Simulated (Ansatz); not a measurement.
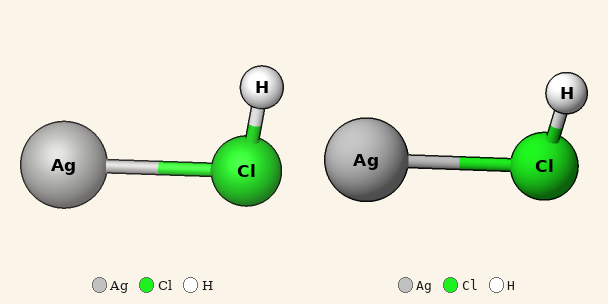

Both panels show the same species.

Charge +1, singlet. The geometry was computed by an optimisation with PBE0-D4/def2-TZVP.

Identify the structure.

The species is AgClH⁺. Coordination: 1 Cl bent.

More results for the same structure follow; atom numbers are the same in all pictures, views and colours differ.

Shape

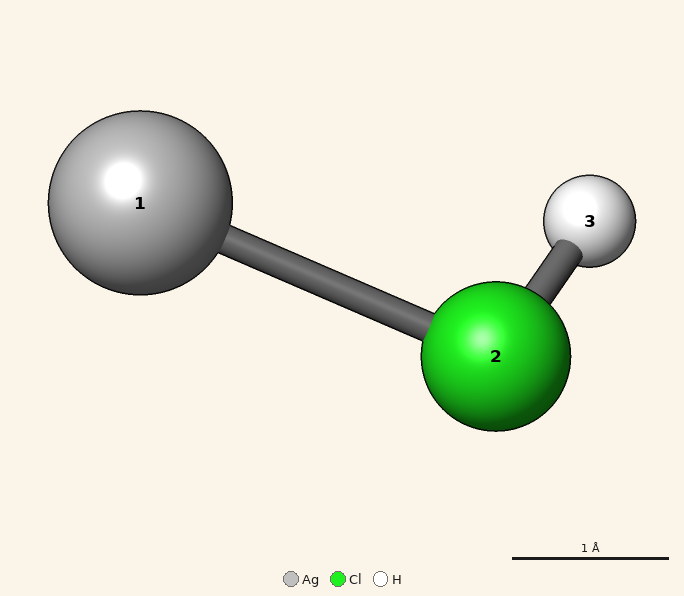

Give the bond lengths.

```
   bond  length (Å)
Ag1–Cl2       2.501
 Cl2–H3       1.291
```

Electronic properties

Method: RKS PBE0-D4/def2-TZVPPD, core potentials on Ag (Ansatz 0.2.0).

Question: Give the HOMO–LUMO gap at this level.

Answer: 6.54 eV.

Question: Give the HOMO energy (Kohn–Sham orbital) at this level.

Answer: −15.12 eV.

Vibrations

Harmonic vibrations computed with RKS PBE0-D4/def2-TZVP, core potentials on Ag (Ansatz 0.2.0) at a stationary point of the same level.

Question: How many vibrational modes are there, and where do they lie?

Answer: 3 modes: 199, 499, 2899 cm⁻¹.

Charges

The questions are on Mulliken charges. Level of theory: RKS PBE0-D4/def2-TZVP, core potentials on Ag (Ansatz 0.2.0).

List the Mulliken charges.

```
atom  value (e)
 Ag1       0.76
 Cl2      −0.08
  H3       0.31
```

Mulliken values depend strongly on the basis set and can even reverse the polarity of a bond.
